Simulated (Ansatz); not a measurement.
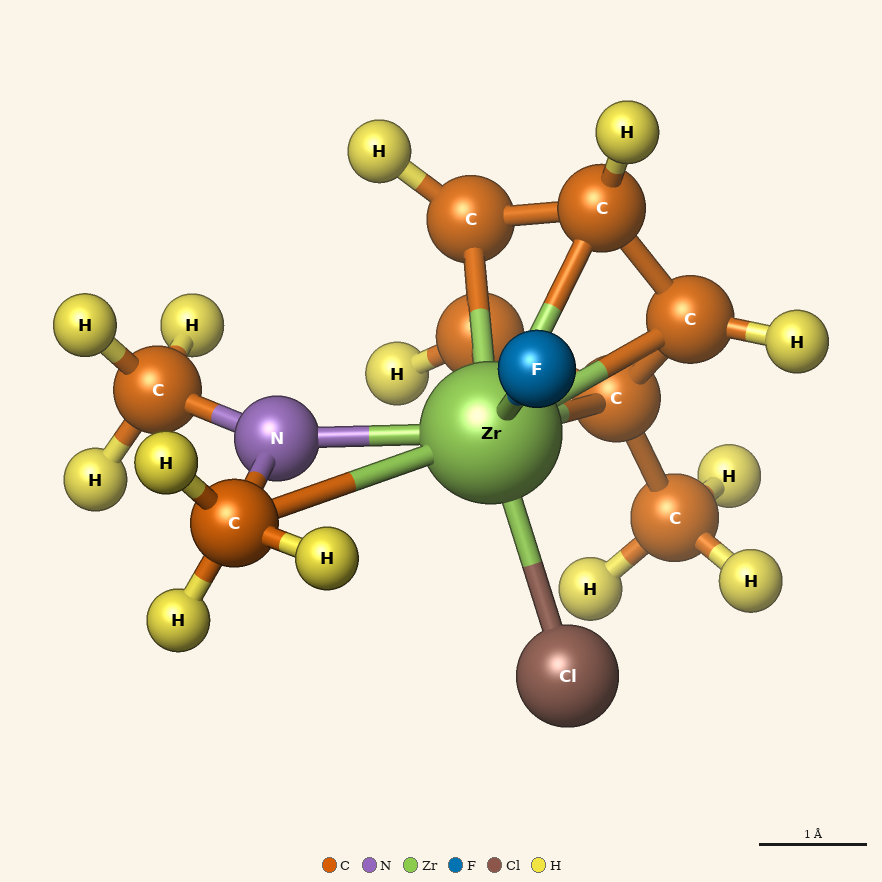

Depth is shown by fading: the farther an atom, the more it takes the colour of the background. The species is neutral and a spin singlet. Computed geometry: PBE0-D4/def2-TZVP optimisation. No frequency run is at hand to confirm it as a minimum. Masses are those of the most abundant isotopes; constants are for the rigid equilibrium geometry.

Classify the rotor and give the rotational constants (GHz).

Answer. An asymmetric top (C1): A = 0.793, B = 0.626, C = 0.537 GHz. Ray's parameter κ is −0.31, nearer the prolate limit.
